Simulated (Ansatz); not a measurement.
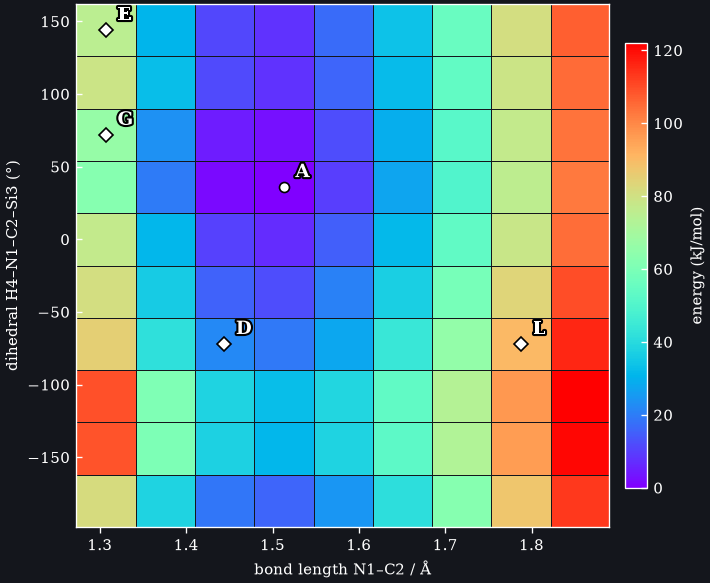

CH₆NSi, SMILES NC[SiH2-], charge −1. First axis: bond length N1–C2. Second axis: dihedral H4–N1–C2–Si3. Nothing is relaxed (all other coordinates rigid). The scan uses a 9 × 10 grid. Points are written as (first, second). Energies: kJ/mol, counted from the lowest grid point. Energies and slopes of some neighbouring points disagree (a jump in structure or state, or too coarse a mesh). All numbers below come from RKS PBE0-D4/def2-TZVPD (Ansatz 0.2.0).

The picture shows one coloured cell a grid point, lettered points.

> Rank the lettered points by energy, lowest first.

A (0 kJ/mol), D (22 kJ/mol), G (67 kJ/mol), E (75 kJ/mol), L (90 kJ/mol).
